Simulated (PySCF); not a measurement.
CH2AlCl2 (charge −1)

Input

```
{"job": {"kind": "sp", "xc": "PBE0", "basis": "ma-def2-TZVP", "d3": "d3bj", "grid": 2}, "charge": -1, "multiplicity": 1}
C     -0.871635    -0.307462     0.239685
Al     0.694570     0.117381    -0.573138
Cl     2.344137    -1.229025    -1.087422
Cl     1.309517     2.108618    -1.238589
H     -1.130352    -1.325029     0.559554
H     -1.645612     0.443625     0.446239
```

Run with:

```sh
OMP_NUM_THREADS=1 python redox_run.py task.json out
```

Geometry: PBE0-D3(BJ)/ma-def2-SVP.

All numbers below come from DFT single point, gas phase, functional PBE0 (PySCF).

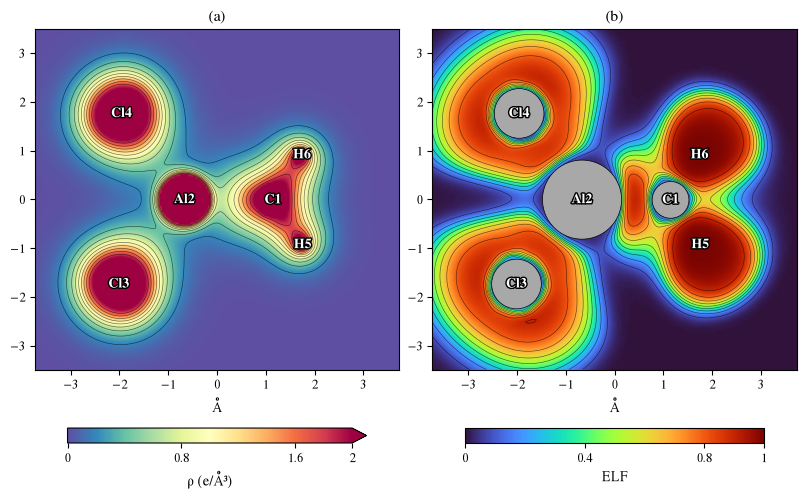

Figure 1. (a) total electron density; (b) electron localisation function on the molecular plane. Grey discs cover the atomic cores in the ELF map.

Q: Interpret the plot.

A:
- The section cuts through C, Al, Cl and H sites.
- C–Al (1.81 Å): ρ at the midpoint is about 0.83 e/Å³; the ELF peaks at about 0.90 between the atoms, as expected for a shared but strongly polarised pair.
- Al–Cl (2.19 Å): ρ at the midpoint is about 0.62 e/Å³; the ELF peaks at about 0.85 in the valence shell of Cl, 0.9 Å from its nucleus, and is about 0.80 at the midpoint.
- C–H (1.10 Å): the density is about 1.9 e/Å³ at the midpoint; the ELF climbs to about 1 towards the hydrogen, as it does in any bond to H (a covalent bond by its length).
- The ELF also peaks beside Cl3 and Cl4, away from the bonds: lone-pair regions.

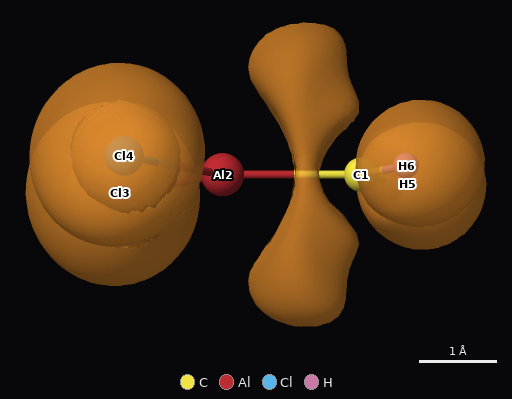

Figure 2. Isosurface of the electron localisation function at 0.8 (orange), seen from one side. Only the valence region is drawn (cores and ρ < 0.01 e/Å³ removed).

Q: Identify the bonds, lone pairs and shells in this picture.

A: The ELF exceeds this value in one region between bonded Al–C atoms (shared pairs), two regions around hydrogen nuclei and two regions on Cl in which the atom's valence shell and bonds are merged.
